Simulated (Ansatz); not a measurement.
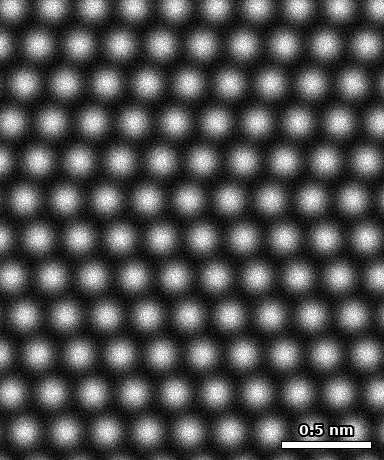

Z-contrast image of Ir (Fm-3m, No. 225) along [110]. The image is simulated as a sum over atoms of Z^1.7, blurred by a 1.30 Å probe (no channelling). The probe carries 15 % of its weight in a tail 2.5 times as wide. Shot noise was added.

One planar defect was built into the perfect crystal by geometry alone, without relaxation. Host structure: the geometry given to an electronic-structure calculation, possibly off equilibrium.

Where does the periodic pattern break, and how?

Answer. A twin boundary runs horizontally about 11 Å below the top edge. The part above it is the mirror image of the part below, so slanted rows of columns change direction there; the row on the boundary belongs to both.
